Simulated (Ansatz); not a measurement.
```yaml
atoms:
  - { symbol: Ge, position_ang: [0.0216, 0.0000, -0.3289] }
  - { symbol: H, position_ang: [0.1574, 0.0000, 2.5614] }
  - { symbol: H, position_ang: [1.4474, 0.0000, -0.8870] }
  - { symbol: H, position_ang: [-0.7427, 1.2682, -0.7171] }
  - { symbol: H, position_ang: [-0.7427, -1.2682, -0.7171] }
  - { symbol: Cl, position_ang: [-0.1395, 0.0000, 3.8101] }
```

These are results of UKS BHLYP/def2-SVP in Ansatz, not measurements.

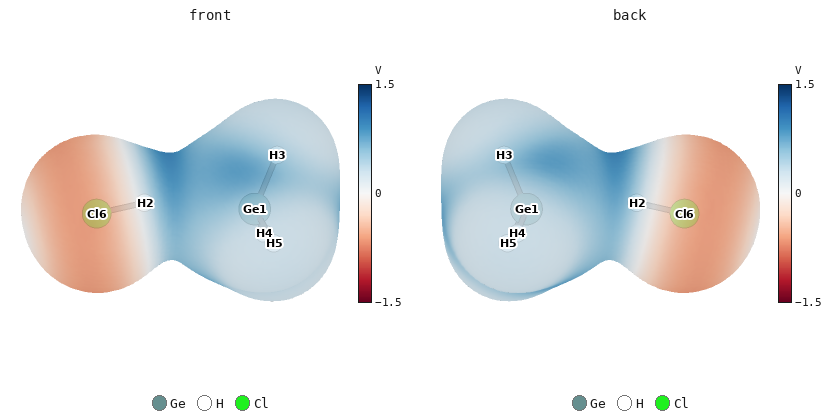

GeH3···HCl (doublet). The molecular electrostatic potential painted on the density surface at 0.001 e/bohr³, seen from the front and from behind; the colour scale runs from red (negative) to blue (positive).

### Describe the electrostatic potential map.

The most negative region (about −0.6 V) lies over Cl6, the most positive (about +1.0 V) over the gap between the two molecules, near Ge1 and H2.
